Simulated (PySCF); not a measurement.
**ROCCSD(T)/STO-3G run of AlH2O (SMILES [O][AlH2])**

What is the energy change on altering one bond length of AlH2O at ROCCSD(T)/STO-3G? Input form: a Python script.

The calculation is run with PySCF 2.14.0.

7 further runs of the same task are left out: 7 set aside as unsound or not needed.

## (1) The system as given

AlH2O has 4 atoms, charge 0, and is taken as a doublet. As SMILES, `[O][AlH2]`. The shape is that of a PBE0-D4/def2-TZVP optimisation.

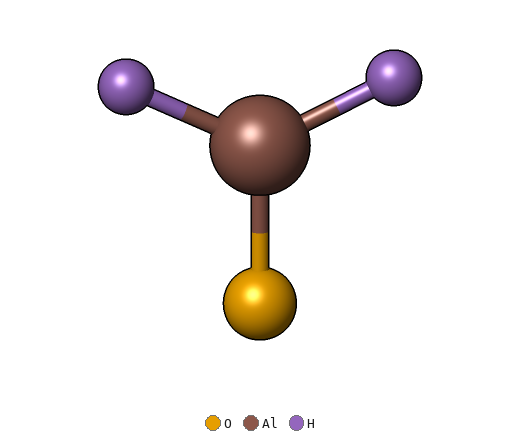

The structure, seen from a chosen angle (oxygen amber, aluminium brown, hydrogen purple).

## (2) The energy at ROCCSD(T)/STO-3G

Input file run.py:

```python
from pyscf import gto, cc

system = gto.M(
    atom='''
O      0.118297    -1.618172     2.648262
Al     0.021354     0.056503    -0.151934
H     -2.172429    -0.681813    -2.033345
H      2.137469     2.129343    -0.501344
''',
    charge=0,
    verbose=4,
    basis='sto-3g',
    unit='bohr',
    max_memory=1860,
    spin=1,
)

myscf = system.ROHF()
myscf.conv_tol = 1e-10
myscf.kernel()
if not myscf.converged:
    myscf = myscf.newton().run(myscf.mo_coeff, myscf.mo_occ)

mycc = cc.CCSD(myscf, frozen=6)
mycc.kernel()
e_t = mycc.ccsd_t()
e_final = mycc.e_tot + e_t
print('E(%s) = %.9f' % ('CCSD(T)', e_final))
```

Launch:

```
OMP_NUM_THREADS=1 python run.py
```

The program printed:

```text
PySCF version 2.14.0

[INPUT] num. atoms = 4
[INPUT] num. electrons = 23
[INPUT] charge = 0
[INPUT] spin (= nelec alpha-beta = 2S) = 1
[INPUT] symmetry False subgroup None
[INPUT] Mole.unit = bohr
[INPUT] Symbol           X                Y                Z      unit          X                Y                Z       unit  Magmom
[INPUT]  1 O      0.062600076520  -0.856299745749   1.401399898945 AA    0.118297000000  -1.618172000000   2.648262000000 Bohr   0.0
[INPUT]  2 Al     0.011300050162   0.029900099949  -0.080400010364 AA    0.021354000000   0.056503000000  -0.151934000000 Bohr   0.0
[INPUT]  3 H     -1.149599919142  -0.360799901709  -1.075999835938 AA   -2.172429000000  -0.681813000000  -2.033345000000 Bohr   0.0
[INPUT]  4 H      1.131099883848   1.126799789832  -0.265299819631 AA    2.137469000000   2.129343000000  -0.501344000000 Bohr   0.0

nuclear repulsion = 43.7851356904506
number of shells = 10
number of NR pGTOs = 48
number of NR cGTOs = 16
basis = sto-3g
ecp = {}

******** <class 'pyscf.scf.rohf.ROHF'> ********
method = ROHF
initial guess = minao
damping factor = 0
level_shift factor = 0
DIIS = <class 'pyscf.scf.diis.CDIIS'>
diis_start_cycle = 1
diis_space = 8
diis_damp = 0
SCF conv_tol = 1e-10
SCF conv_tol_grad = None
SCF max_cycles = 50
direct_scf = True
direct_scf_tol = 1e-13
num. doubly occ = 11  num. singly occ = 1
Set gradient conv threshold to 1e-05
init E= -313.296522161176
  HOMO = -0.315165216190638  LUMO = 0.221566545567701  gap/eV = 14.60522
cycle= 1 E= -313.429646370409  delta_E= -0.133  |g|= 0.704  |ddm|= 1.54
  HOMO = 0.222622404927229  LUMO = 0.325149767536971  gap/eV = 2.78991
cycle= 2 E= -313.034633115744  delta_E= 0.395  |g|= 1.61  |ddm|= 2.17
  HOMO = -0.0424796105426752  LUMO = 0.335907699144178  gap/eV = 10.29644
cycle= 3 E= -313.92684713161  delta_E= -0.892  |g|= 0.376  |ddm|=  1.2
  HOMO = -0.0246147990801661  LUMO = 0.336981151466091  gap/eV = 9.83953
cycle= 4 E= -313.996213067992  delta_E= -0.0694  |g|= 0.105  |ddm|= 0.433
  HOMO = -0.0191835247278059  LUMO = 0.339039854584847  gap/eV = 9.74775
cycle= 5 E= -314.000878057521  delta_E= -0.00466  |g|= 0.0437  |ddm|= 0.154
  HOMO = -0.0150580172255832  LUMO = 0.340143958646731  gap/eV = 9.66554
cycle= 6 E= -314.002995687431  delta_E= -0.00212  |g|= 0.00747  |ddm|= 0.0725
  HOMO = -0.0151854023626558  LUMO = 0.339181133664964  gap/eV = 9.64280
cycle= 7 E= -314.003047377659  delta_E= -5.17e-05  |g|= 0.00272  |ddm|= 0.00923
  HOMO = -0.014772030860788  LUMO = 0.339139610704824  gap/eV = 9.63043
cycle= 8 E= -314.003053971648  delta_E= -6.59e-06  |g|= 0.000608  |ddm|= 0.00383
  HOMO = -0.0145643492600543  LUMO = 0.339197214452934  gap/eV = 9.62634
cycle= 9 E= -314.003054320283  delta_E= -3.49e-07  |g|= 0.000147  |ddm|= 0.00107
  HOMO = -0.0145828134244114  LUMO = 0.339192531015719  gap/eV = 9.62672
cycle= 10 E= -314.003054340188  delta_E= -1.99e-08  |g|= 1.15e-05  |ddm|= 0.000282
  HOMO = -0.0145816710207329  LUMO = 0.339188910780468  gap/eV = 9.62659
cycle= 11 E= -314.003054340304  delta_E= -1.16e-10  |g|= 2.62e-06  |ddm|= 2.59e-05
  HOMO = -0.014582489221607  LUMO = 0.339188675984866  gap/eV = 9.62660
cycle= 12 E= -314.003054340311  delta_E= -6.71e-12  |g|= 9.76e-08  |ddm|= 5.11e-06
  HOMO = -0.0145823950055425  LUMO = 0.339188671590386  gap/eV = 9.62660
Extra cycle  E= -314.003054340311  delta_E= 1.14e-13  |g|= 3.14e-08  |ddm|= 1.99e-07
converged SCF energy = -314.003054340311

WARN: RCCSD method does not support ROHF method. ROHF object is converted to UHF object and UCCSD method is called.

******** <class 'pyscf.cc.uccsd.UCCSD'> ********
CC2 = 0
CCSD nocc = (np.int64(6), np.int64(5)), nmo = (10, 10)
frozen orbitals 6
max_cycle = 50
direct = 0
conv_tol = 1e-07
conv_tol_normt = 1e-06
diis_space = 6
diis_start_cycle = 0
diis_start_energy_diff = 1e+09
Init t2, MP2 energy = -0.0465936353201289
Init E_corr(UCCSD) = -0.0471479645128456
cycle = 1  E_corr(UCCSD) = -0.0577642518152745  dE = -0.0106162873  norm(t1,t2) = 0.0717625
cycle = 2  E_corr(UCCSD) = -0.0635151250388557  dE = -0.00575087322  norm(t1,t2) = 0.0283534
cycle = 3  E_corr(UCCSD) = -0.0660579697293841  dE = -0.00254284469  norm(t1,t2) = 0.0168774
cycle = 4  E_corr(UCCSD) = -0.0674192967455936  dE = -0.00136132702  norm(t1,t2) = 0.00769072
cycle = 5  E_corr(UCCSD) = -0.0674176112376266  dE = 1.68550797e-06  norm(t1,t2) = 0.00407822
cycle = 6  E_corr(UCCSD) = -0.067494334267591  dE = -7.672303e-05  norm(t1,t2) = 0.00116196
cycle = 7  E_corr(UCCSD) = -0.0675226898071288  dE = -2.83555395e-05  norm(t1,t2) = 0.000589631
cycle = 8  E_corr(UCCSD) = -0.0675217046413025  dE = 9.85165826e-07  norm(t1,t2) = 0.000205045
cycle = 9  E_corr(UCCSD) = -0.0675204639645062  dE = 1.2406768e-06  norm(t1,t2) = 0.000102489
cycle = 10  E_corr(UCCSD) = -0.0675219874228951  dE = -1.52345839e-06  norm(t1,t2) = 3.61062e-05
cycle = 11  E_corr(UCCSD) = -0.0675220358789543  dE = -4.84560591e-08  norm(t1,t2) = 1.4668e-05
cycle = 12  E_corr(UCCSD) = -0.0675217502639346  dE = 2.8561502e-07  norm(t1,t2) = 7.1209e-06
cycle = 13  E_corr(UCCSD) = -0.067521516085682  dE = 2.34178253e-07  norm(t1,t2) = 3.56434e-06
cycle = 14  E_corr(UCCSD) = -0.0675214542346897  dE = 6.18509923e-08  norm(t1,t2) = 1.47551e-06
cycle = 15  E_corr(UCCSD) = -0.067521447477953  dE = 6.7567367e-09  norm(t1,t2) = 8.71517e-07
UCCSD converged
E(UCCSD) = -314.0705757877887  E_corr = -0.06752144747795304
UCCSD(T) correction = -0.00267590286323374
E(CCSD(T)) = -314.073251691
```

It took 0.64 s on 1 thread of Arm Neoverse V2, shared host; peak memory 0.12 GiB.

## (3) The distorted shape, same level

Input file run.py:

```python
from pyscf import gto, cc

system = gto.M(
    atom='''
O    1.455662  -0.387466   2.596104
Al   1.404362   0.498734   1.114304
H   -1.149600  -0.360800  -1.076000
H    2.524162   1.595634   0.929404
''',
    verbose=4,
    spin=1,
    max_memory=1860,
    basis='sto-3g',
    charge=0,
)

mf = system.ROHF()
mf.conv_tol = 1e-10
mf.kernel()
if not mf.converged:
    mf = mf.newton().run(mf.mo_coeff, mf.mo_occ)

mycc = cc.CCSD(mf, frozen=6)
mycc.kernel()
e_t = mycc.ccsd_t()
e_tot = mycc.e_tot + e_t
print('Final energy', e_tot)
```

Launch:

```
OMP_NUM_THREADS=1 python run.py
```

The program printed:

```text
PySCF version 2.14.0

[INPUT] num. atoms = 4
[INPUT] num. electrons = 23
[INPUT] charge = 0
[INPUT] spin (= nelec alpha-beta = 2S) = 1
[INPUT] symmetry False subgroup None
[INPUT] Mole.unit = angstrom
[INPUT] Symbol           X                Y                Z      unit          X                Y                Z       unit  Magmom
[INPUT]  1 O      1.455662000000  -0.387466000000   2.596104000000 AA    2.750802509937  -0.732204622581   4.905925550888 Bohr   0.0
[INPUT]  2 Al     1.404362000000   0.498734000000   1.114304000000 AA    2.653859559746   0.942470669009   2.105729379507 Bohr   0.0
[INPUT]  3 H     -1.149600000000  -0.360800000000  -1.076000000000 AA   -2.172429152800  -0.681813185743  -2.033345310032 Bohr   0.0
[INPUT]  4 H      2.524162000000   1.595634000000   0.929404000000 AA    4.769974874034   3.015311255044   1.756319019075 Bohr   0.0

nuclear repulsion = 40.765715220838
number of shells = 10
number of NR pGTOs = 48
number of NR cGTOs = 16
basis = sto-3g
ecp = {}

******** <class 'pyscf.scf.rohf.ROHF'> ********
method = ROHF
initial guess = minao
damping factor = 0
level_shift factor = 0
DIIS = <class 'pyscf.scf.diis.CDIIS'>
diis_start_cycle = 1
diis_space = 8
diis_damp = 0
SCF conv_tol = 1e-10
SCF conv_tol_grad = None
SCF max_cycles = 50
direct_scf = True
direct_scf_tol = 1e-13
num. doubly occ = 11  num. singly occ = 1
Set gradient conv threshold to 1e-05
init E= -313.056741762697
  HOMO = -0.15268138168423  LUMO = -0.021920673902638  gap/eV = 3.55818
cycle= 1 E= -313.37056378601  delta_E= -0.314  |g|= 0.734  |ddm|= 1.65
  HOMO = 0.135107556621309  LUMO = 0.271245879505945  gap/eV = 3.70451
cycle= 2 E= -311.054963516531  delta_E= 2.32  |g|= 2.42  |ddm|= 2.82

WARN: HOMO 0.138114091217708 >= LUMO -0.0826665104020583

[... 6 lines left out ...]
WARN: HOMO 0.129490660785315 >= LUMO -0.0944329184524607
[... 44 lines left out ...]
converged SCF energy = -313.754525445824
[... 1 line left out ...]
WARN: RCCSD method does not support ROHF method. ROHF object is converted to UHF object and UCCSD method is called.
[... 12 lines left out ...]
Init t2, MP2 energy = -0.115623725922456
[... 31 lines left out ...]
UCCSD converged
[... 2 lines left out ...]
Final energy -313.92191377514575
```

Run time: 0.76 s. Hardware: 1 thread of Arm Neoverse V2, shared host; peak memory 0.12 GiB.

## (4) Summary of results

At ROCCSD(T)/STO-3G, 6 core orbitals frozen:

| quantity | value |
| --- | --- |
| first shape: total energy | -314.07325 Eh |
| first shape: dipole moment (Hartree–Fock density) | 1.22 D |
| first shape: correlation energy (6 core orbitals frozen) | -70.2 mEh |
| first shape: (T) correction | -2.68 mEh |
| first shape: ⟨S²⟩ of the reference determinant | 0.750 |
| first shape: T1 diagnostic | 0.023 |
| distorted shape: total energy | -313.92191 Eh |
| distorted shape: dipole moment (Hartree–Fock density) | 3.33 D |
| distorted shape: correlation energy (6 core orbitals frozen) | -167.4 mEh |
| distorted shape: (T) correction | -12.02 mEh |
| distorted shape: ⟨S²⟩ of the reference determinant | 0.750 |
| distorted shape: T1 diagnostic | 0.085 |
| energy change with the Al2–H3 bond stretched from 1.578 to 3.473 Å | 4.118 eV |

**Reading.** With the Al2–H3 bond stretched from 1.578 to 3.473 Å the energy rises by 4.12 eV (95 kcal/mol). The first shape isn't relaxed at this level, so the change isn't measured from a minimum. The minimal basis adds a large error of its own. The triples (first shape) make up 3.8 % of the correlation energy. The T1 diagnostic (distorted shape) of 0.085 is above the customary mark for such species, so a single reference may not serve. The triples (distorted shape) make up 7.2 % of the correlation energy.
